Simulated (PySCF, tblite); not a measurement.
# C4H5BCl2: geometry, infrared bands and NMR shifts

What infrared bands and NMR shifts should C4H5BCl2 (`CC1=C[C@H]1B(Cl)Cl`) show?

Programs: tblite 0.8.0 and PySCF 2.14.0, with density-fitted response routines of our own. Each step states its level of theory. These are calculated values for one molecule in the gas phase, unless marked as measured. Atoms are numbered from 0 throughout.

## (1) The molecule as given

12 atoms, charge 0, multiplicity 1; geometry from: force field or distance geometry start.

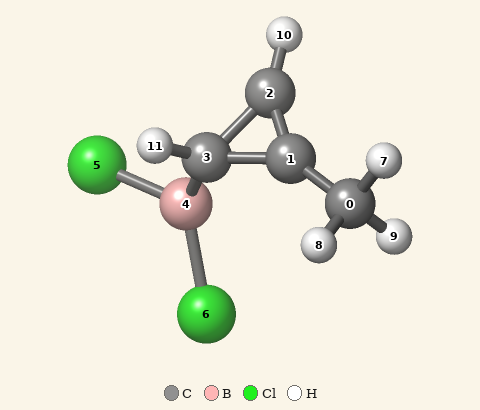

The starting geometry (carbon grey, boron pink, chlorine green, hydrogen white), atoms numbered.

## (2) Relaxing the molecule with GFN2-xTB

Job settings and geometry (Å):

```
{"job": {"kind": "relax", "xc": "GFN2-xTB", "basis": "xTB"}, "charge": 0, "multiplicity": 1}
C     -1.934600     0.365000     0.013300
C     -0.623100    -0.313900     0.088000
C      0.147700    -1.403500    -0.106900
C      0.810100    -0.201500     0.494400
B      1.862200     0.473900    -0.436900
Cl     3.622700    -0.051900    -0.175300
Cl     1.638500     2.202600    -1.081500
H     -2.746900    -0.346800     0.294400
H     -2.005600     1.174600     0.768800
H     -2.140100     0.745000    -0.992800
H      0.295200    -2.426200    -0.451200
H      1.075000    -0.218000     1.559800
```

Run with:

```
$ OMP_NUM_THREADS=1 python probes_run.py task.json out
```

This one command runs all jobs of the session in turn.

The log of the run:

```text
step      E/eV     max force
  0    -582.05141    2.849
  1    -582.35804    2.129
  2    -582.57644    1.600
  3    -582.64867    0.911
  4    -582.68675    0.608
  5    -582.70189    0.354
  6    -582.71003    0.265
  7    -582.71346    0.278
  8    -582.71954    0.213
  9    -582.72288    0.160
 10    -582.72585    0.155
 11    -582.72829    0.137
 12    -582.73062    0.152
 13    -582.73238    0.140
 14    -582.73387    0.151
 15    -582.73591    0.159
 16    -582.74025    0.269
 17    -582.74905    0.441
 18    -582.76189    0.577
 19    -582.77402    0.418
 20    -582.78647    0.300
 21    -582.79179    0.247
 22    -582.79842    0.273
 23    -582.80436    0.213
 24    -582.81153    0.225
 25    -582.81694    0.229
 26    -582.82488    0.284
 27    -582.83410    0.326
 28    -582.84509    0.296
 29    -582.85251    0.226
 30    -582.86068    0.236
 31    -582.86648    0.186
 32    -582.87264    0.195
 33    -582.87772    0.247
 34    -582.88381    0.238
 35    -582.88964    0.233
 36    -582.89652    0.271
 37    -582.90345    0.283
 38    -582.91296    0.286
 39    -582.92225    0.282
 40    -582.92941    0.226
 41    -582.93600    0.226
 42    -582.94269    0.214
 43    -582.94665    0.226
 44    -582.95118    0.214
 45    -582.95345    0.140
 46    -582.95569    0.079
 47    -582.95661    0.075
 48    -582.95765    0.069
 49    -582.95831    0.068
 50    -582.95920    0.085
 51    -582.96006    0.072
 52    -582.96088    0.064
 53    -582.96162    0.075
 54    -582.96240    0.085
 55    -582.96327    0.085
 56    -582.96418    0.063
 57    -582.96500    0.062
 58    -582.96568    0.082
 59    -582.96631    0.088
 60    -582.96690    0.078
 61    -582.96748    0.046
 62    -582.96793    0.043
 63    -582.96810    0.039
 64    -582.96846    0.046
 65    -582.96881    0.055
 66    -582.96920    0.057
 67    -582.96958    0.054
 68    -582.97001    0.047
 69    -582.97044    0.052
 70    -582.97085    0.053
 71    -582.97118    0.047
 72    -582.97148    0.045
 73    -582.97185    0.051
 74    -582.97237    0.072
 75    -582.97293    0.071
 76    -582.97335    0.054
 77    -582.97360    0.046
 78    -582.97376    0.032
 79    -582.97392    0.033
 80    -582.97406    0.033
 81    -582.97416    0.019
 82    -582.97422    0.019
 83    -582.97430    0.024
 84    -582.97440    0.029
 85    -582.97453    0.027
 86    -582.97464    0.030
 87    -582.97476    0.036
 88    -582.97500    0.042
 89    -582.97555    0.052
 90    -582.97652    0.071
 91    -582.97764    0.097
 92    -582.97804    0.115
 93    -582.97898    0.075
 94    -582.97956    0.062
 95    -582.98039    0.054
 96    -582.98058    0.030
 97    -582.98066    0.023
 98    -582.98069    0.022
 99    -582.98074    0.020
100    -582.98079    0.019
101    -582.98084    0.013
102    -582.98087    0.006
```

Run time: 1 s. Hardware: 1 thread of Intel Xeon at 2.70GHz, shared host.

Relaxation path: (not every step is listed)

| step | energy from step 0 (eV) | largest force (eV/Å) |
| --- | --- | --- |
| 0 | 0.0000 | 2.8487 |
| 1 | -0.3066 | 2.1291 |
| 2 | -0.5250 | 1.5998 |
| 3 | -0.5973 | 0.9109 |
| 4 | -0.6353 | 0.6076 |
| 5 | -0.6505 | 0.3536 |
| 6 | -0.6586 | 0.2646 |
| 7 | -0.6621 | 0.2776 |
| 8 | -0.6681 | 0.2131 |
| 16 | -0.6888 | 0.2686 |
| 24 | -0.7601 | 0.2250 |
| 32 | -0.8212 | 0.1948 |
| 40 | -0.8780 | 0.2259 |
| 48 | -0.9062 | 0.0686 |
| 56 | -0.9128 | 0.0626 |
| 64 | -0.9171 | 0.0465 |
| 72 | -0.9201 | 0.0448 |
| 80 | -0.9226 | 0.0335 |
| 88 | -0.9236 | 0.0424 |
| 96 | -0.9292 | 0.0299 |
| 97 | -0.9292 | 0.0228 |
| 98 | -0.9293 | 0.0216 |
| 99 | -0.9293 | 0.0201 |
| 100 | -0.9294 | 0.0192 |
| 101 | -0.9294 | 0.0134 |
| 102 | -0.9295 | 0.0064 |

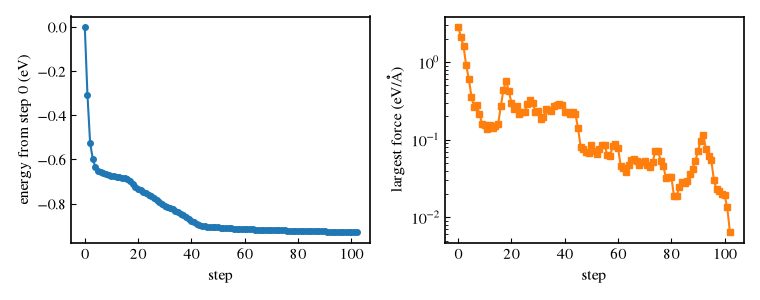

Energy and force, step by step.

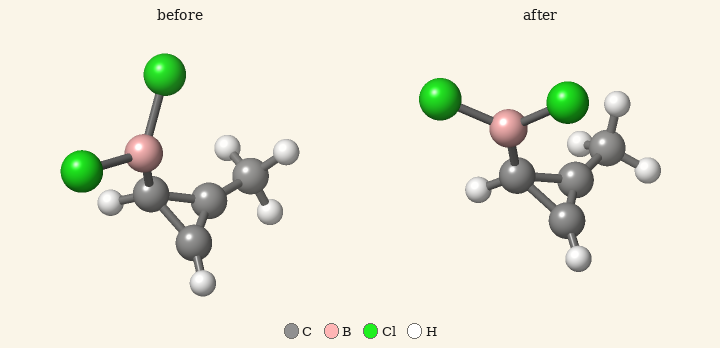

Before and after, at one scale.

Close pairs (by a distance rule), those that changed most:

| bond | before (Å) | after (Å) | change (Å) |
| --- | --- | --- | --- |
| B4–Cl5 | 1.856 | 1.724 | -0.132 |
| B4–Cl6 | 1.858 | 1.731 | -0.128 |
| C1–C2 | 1.349 | 1.286 | -0.063 |
| C1–C3 | 1.494 | 1.541 | +0.047 |
| C2–C3 | 1.498 | 1.538 | +0.039 |
| C2–H10 | 1.089 | 1.059 | -0.030 |
| C0–H7 | 1.116 | 1.088 | -0.028 |
| C0–C1 | 1.479 | 1.458 | -0.020 |

The end geometry stands in the next job.

## (3) Harmonic vibrations with GFN2-xTB

Job settings and geometry (Å):

```
{"job": {"kind": "ir", "xc": "GFN2-xTB", "basis": "xTB"}, "charge": 0, "multiplicity": 1}
C     -1.805799     0.477022     0.179712
C     -0.635422    -0.388965     0.094957
C      0.022170    -1.453749    -0.201162
C      0.862477    -0.345975     0.455158
B      1.841477     0.508217    -0.372784
Cl     3.246623     1.204847     0.343607
Cl     1.538464     0.805838    -2.050550
H     -2.690687    -0.041570    -0.183980
H     -1.966444     0.788181     1.211808
H     -1.640429     1.372129    -0.419890
H      0.130235    -2.432113    -0.592378
H      1.098532    -0.494548     1.509475
```

The log of the run:

```text
mode    cm-1     km/mol
  1      46.5      0.09
  2      85.7      0.86
  3     102.7      0.31
  4     139.1      0.62
  5     224.6      2.09
  6     296.5      1.98
  7     310.2      3.54
  8     372.5      1.08
  9     496.6     16.01
 10     534.5      3.21
 11     655.9     39.85
 12     677.5      5.73
 13     768.0    112.36
 14     888.6     17.87
 15     997.0      1.91
 16    1001.1     57.10
 17    1017.7     13.05
 18    1043.7     23.12
 19    1095.4     25.20
 20    1120.7    304.65
 21    1302.3     30.67
 22    1383.7     13.91
 23    1446.0      7.18
 24    1452.8      7.24
 25    1933.7     23.46
 26    2957.8     54.87
 27    3001.9     10.73
 28    3013.1      8.74
 29    3029.5     18.29
 30    3264.6      2.09
```

It took 0.55 s on 1 thread of Intel Xeon at 2.70GHz, shared host.

The strongest bands and the atoms that carry them (share of the mass-weighted mode):

| cm⁻¹ | km/mol | atoms |
| --- | --- | --- |
| 656 | 39.9 | H10 70 %, C2 20 % |
| 768 | 112.4 | B4 81 % |
| 1001 | 57.1 | C2 25 %, C0 20 %, B4 17 %, C3 11 % |
| 1095 | 25.2 | B4 28 %, H7 18 %, C1 18 %, C0 12 % |
| 1121 | 304.6 | C3 48 %, C1 15 % |
| 1302 | 30.7 | H11 79 %, C3 17 % |
| 1934 | 23.5 | C1 61 %, C2 30 % |
| 2958 | 54.9 | H11 93 % |

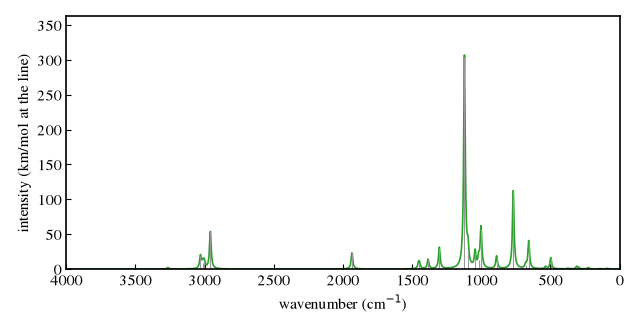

The infrared spectrum from these modes, unscaled. Lines are broadened to a width of 14 cm⁻¹ (Lorentzian).

## (4) Shielding tensors: PBE0/pcSseg-1

Settings changed since step 3:

```diff
@@ -1,2 +1,2 @@
-{"job": {"kind": "ir", "xc": "GFN2-xTB", "basis": "xTB"}, "charge": 0, "multiplicity": 1}
+{"job": {"kind": "nmr", "xc": "PBE0", "basis": "pcSseg-1"}, "charge": 0, "multiplicity": 1}
 C     -1.805799     0.477022     0.179712
```

Level: GIAO PBE0/pcSseg-1 NMR shielding, non-relativistic, gas phase.

The log of the run:

```text
coarse grid: 11784 points
cycle   1  E = -1100.0343228402  dE =  1.064e+00  |g| = 3.457e-01  |ddm| = 3.262e+00
cycle   2  E = -1100.0389643002  dE = -4.641e-03  |g| = 3.411e-01  |ddm| = 6.977e-01
cycle   3  E = -1100.0672904896  dE = -2.833e-02  |g| = 4.453e-02  |ddm| = 3.534e-01
cycle   4  E = -1100.0677218088  dE = -4.313e-04  |g| = 2.139e-02  |ddm| = 7.722e-02
cycle   5  E = -1100.0678280047  dE = -1.062e-04  |g| = 7.557e-03  |ddm| = 2.777e-02
cycle   6  E = -1100.0678400735  dE = -1.207e-05  |g| = 2.898e-03  |ddm| = 8.896e-03
cycle   7  E = -1100.0678418703  dE = -1.797e-06  |g| = 9.495e-04  |ddm| = 3.057e-03
final grid: 106392 points
cycle   8  E = -1100.1059115157  dE = -3.457e-05  |g| = 6.768e-03  |ddm| = 3.480e-02
cycle   9  E = -1100.1059094350  dE =  2.081e-06  |g| = 7.059e-03  |ddm| = 1.450e-02
cycle  10  E = -1100.1059222911  dE = -1.286e-05  |g| = 9.605e-04  |ddm| = 7.961e-03
cycle  11  E = -1100.1059224556  dE = -1.645e-07  |g| = 3.182e-04  |ddm| = 1.215e-03
cycle  12  E = -1100.1059224802  dE = -2.457e-08  |g| = 9.004e-05  |ddm| = 3.380e-04
cycle  13  E = -1100.1059224819  dE = -1.723e-09  |g| = 3.229e-05  |ddm| = 1.023e-04
cycle  14  E = -1100.1059224822  dE = -2.506e-10  |g| = 8.459e-06  |ddm| = 3.562e-05
converged SCF energy = -1100.1059224822

GIAO shielding tensors (ppm)
atom      isotropic    diamagn.    paramagn.     s11        s22        s33       span
  0 C      172.774     247.202     -74.428    158.060    172.386    187.875     29.815
  1 C       64.630     260.936    -196.306    -71.337    110.703    154.523    225.860
  2 C       83.248     254.100    -170.851    -41.736    132.444    159.037    200.773
  3 C      161.640     249.048     -87.409    102.258    138.786    243.875    141.616
  4 B       38.794     191.177    -152.383    -15.129     46.517     84.995    100.125
  5 Cl     691.711    1146.976    -455.265    394.707    771.685    908.741    514.034
  6 Cl     723.841    1147.941    -424.100    431.133    765.234    975.157    544.024
  7 H       29.132      27.118       2.014     24.403     27.168     35.825     11.422
  8 H       29.473      28.026       1.447     25.058     27.197     36.164     11.106
  9 H       29.406      28.914       0.492     24.463     28.963     34.792     10.329
 10 H       25.527      33.532      -8.005     22.688     25.147     28.747      6.059
 11 H       30.297      31.369      -1.071     23.113     29.532     38.248     15.136
```

It took 76 s on 1 thread of Intel Xeon at 2.70GHz, shared host; peak memory 0.74 GiB.

The references, computed at this level on geometries of the same kind, shield at (ppm): ¹H TMS 31.72, ¹³C TMS 186.9, ¹¹B BF3·OEt2 100.1, ³⁵Cl HCl 950. Their shielding less the atom's gives the shift. The references are single molecules in the gas phase. Atoms listed in one row are averaged.

| atoms | environment | σ (ppm) | δ (ppm) | δ scaled to CDCl3 |
| --- | --- | --- | --- | --- |
| C1 | fully substituted alkene carbon | 64.6 | 122.3 | 117.4 |
| C2 | alkene CH | 83.2 | 103.7 | 99.3 |
| C3 | three-membered-ring carbon | 161.6 | 25.3 | 22.8 |
| C0 | allylic methyl carbon | 172.8 | 14.2 | 11.9 |
| H10 | hydrogen on an alkene CH | 25.53 | 6.19 | 5.94 |
| H7, H8, H9 | hydrogen on an allylic methyl carbon | 29.34 | 2.38 | 2.35 |
| H11 | hydrogen on a three-membered-ring carbon | 30.30 | 1.42 | 1.44 |
| B4 | boron bonded to C, 2 Cl | 38.8 | 61.3 | – |
| Cl5, Cl6 | chlorine bonded to B | 708 | 242 | – |

The scaled column applies a straight-line fit of computed shieldings to shifts measured in CDCl3, with any fitted terms for Cl, Br or S neighbours (root-mean-square error 0.16 ppm for H, 1.9 ppm for C).

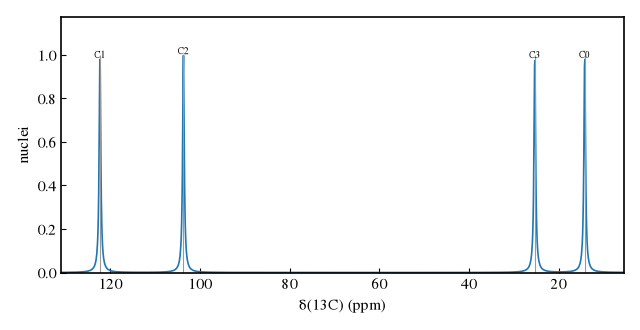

¹³C lines at the computed shifts, without couplings. Lines are broadened to a width of 0.43 ppm (Lorentzian).

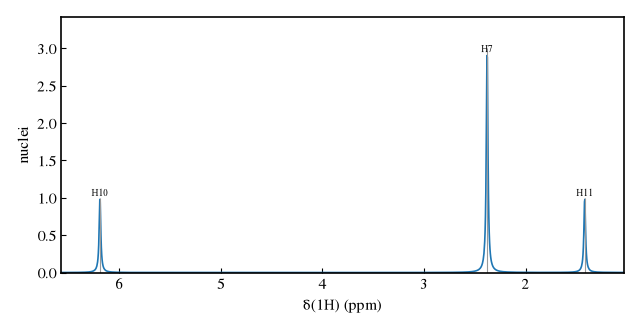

¹H lines at the computed shifts, without couplings. Lines are broadened to a width of 0.02 ppm (Lorentzian).

Charges from the same density, by scheme (e):

| atoms | Mulliken | IAO | Hirshfeld | ESP fit |
| --- | --- | --- | --- | --- |
| C0 | -0.16 | -0.43 | -0.10 | -0.64 |
| C1 | -0.07 | 0.06 | 0.03 | 0.21 |
| C2 | -0.13 | -0.16 | -0.05 | -0.36 |
| C3 | -0.37 | -0.29 | -0.15 | 0.05 |
| B4 | 0.49 | 0.12 | 0.14 | 0.14 |
| Cl5, Cl6 | -0.19 | -0.06 | -0.08 | -0.12 |

ESP fit charges:

| atom | value (e) |
| --- | --- |
| C0 | -0.64 |
| C1 | 0.21 |
| C2 | -0.36 |
| C3 | 0.05 |
| B4 | 0.14 |
| Cl5 | -0.13 |
| Cl6 | -0.12 |
| H7 | 0.21 |
| H8 | 0.20 |
| H9 | 0.20 |
| H10 | 0.23 |
| H11 | 0.00 |

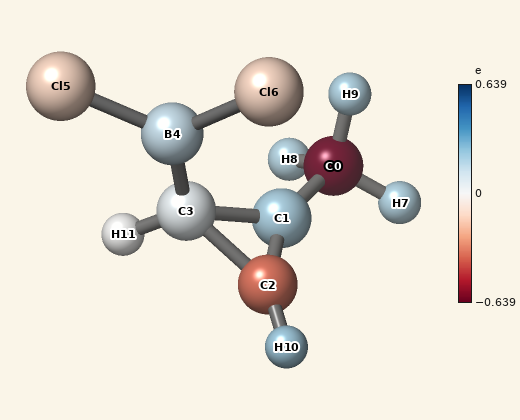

ESP fit charges, as colours on the atoms.

Mayer bond orders: C0–C1 1.12, C1–C2 1.70, C2–C3 0.89, C3–B4 1.03, B4–Cl5 1.15, B4–Cl6 1.14, C3–C1 0.83.

Ring of atoms C1, C2, C3: NICS(0) -34.0, NICS(1) -7.3, NICS(1)zz -18.3 ppm (means of both faces).

In rings of three or four atoms NICS is ruled by the nearby σ bonds, so it says little on aromaticity.

Orbitals, density, ELF and potential are computed afterwards from the orbital file.

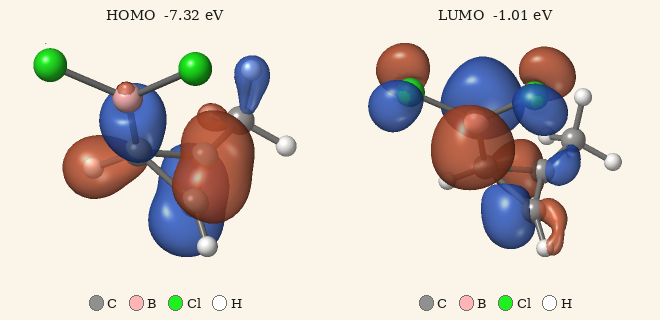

Frontier orbitals at PBE0/pcSseg-1; each surface holds 70 % of the orbital's density, blue and red mark the sign.

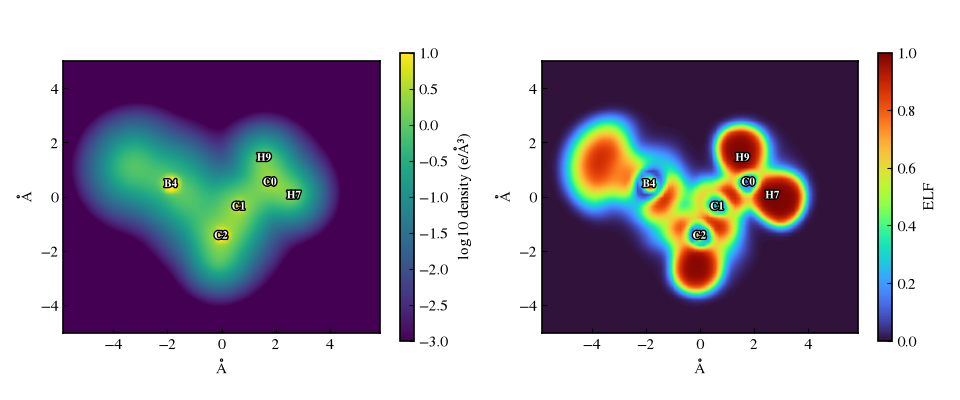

Density (left) and ELF (right) in a plane through or near 6 of the atoms.

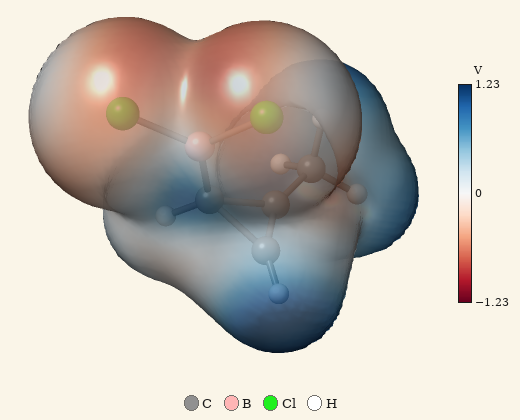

The potential that a unit positive charge feels on the 0.002 e/bohr³ surface, from the 1st to the 99th percentile, from -0.65 V near Cl6 to 1.23 V near H10.

## (5) Summary of results

```
                                                                quantity                         value
                               strongest single infrared mode (GFN2-xTB)         1121 cm⁻¹, 305 km/mol
                                            zero-point energy (GFN2-xTB)                 49.5 kcal/mol
                                  ¹³C shifts against TMS (PBE0/pcSseg-1)  122.3, 103.7, 25.3, 14.2 ppm
  ¹H shifts against TMS (PBE0/pcSseg-1, means over atoms taken as alike)          6.19, 2.38, 1.42 ppm
                             ¹¹B shifts against BF3·OEt2 (PBE0/pcSseg-1)                      61.3 ppm
³⁵Cl shifts against HCl (PBE0/pcSseg-1, means over atoms taken as alike)                       242 ppm
                                   surface potential, 1st and 99th percentile            -0.65 V and 1.23 V
```

Over 102 steps the energy fell by 0.929 eV; of the close pairs, B4–Cl5 changed most, 1.856 to 1.724 Å. All 30 modes are real, so the xTB geometry is a minimum. The strongest single mode, at 1121 cm⁻¹, is spread over many atoms; the largest shares are those of C3, C1. GFN2-xTB is a fitted tight-binding method: band positions and strengths are rough. Its intensities can rank the bands wrongly. The most deshielded hydrogen is H10 (hydrogen on an alkene CH), at 6.19 ppm: attached to an sp2 carbon and in the plane of the double bond. At PBE0/pcSseg-1: The largest span, 529 ppm, is at Cl5, Cl6, where the paramagnetic term is -440 ppm. By nearest atom (PBE0/pcSseg-1), the HOMO sits on C1, C2 about 29 % each; H11 10 % and the LUMO on B4 49 %; Cl5, Cl6 about 11 % each.
